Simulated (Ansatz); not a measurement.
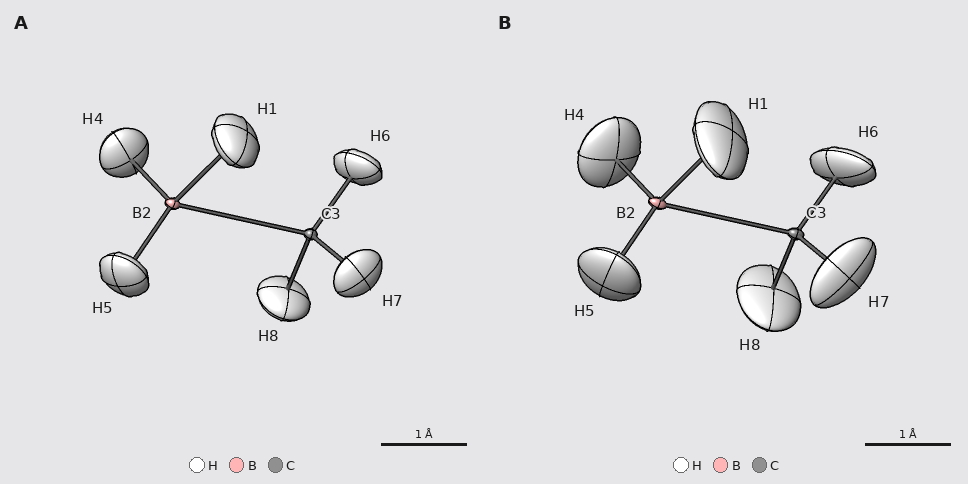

Displacement ellipsoids at the 50 % level, scaled by 1.5, from the internal vibrations of the free molecule (harmonic, no overall translation or rotation; no half-axis is drawn under 0.075 Å). The species is neutral and a spin doublet. Vibrations computed with UKS PBE0-D4/def2-TZVP (Ansatz 0.2.0). One panel is for 100 K, the other for 600 K.

### Which panel is for 600 K?

B.

### How much does the mean-square displacement of H8 grow, and why?

U_eq goes from 0.0157 to 0.0295 Å², a factor of 1.9. Modes below kT (417 cm⁻¹ at 600 K) grow about in proportion to T, and the lowest lies at 258 cm⁻¹; the mean-square amplitude of a mode is its zero-point value times coth(ħω/2kT), which comes close to 1 only above about 3kT.
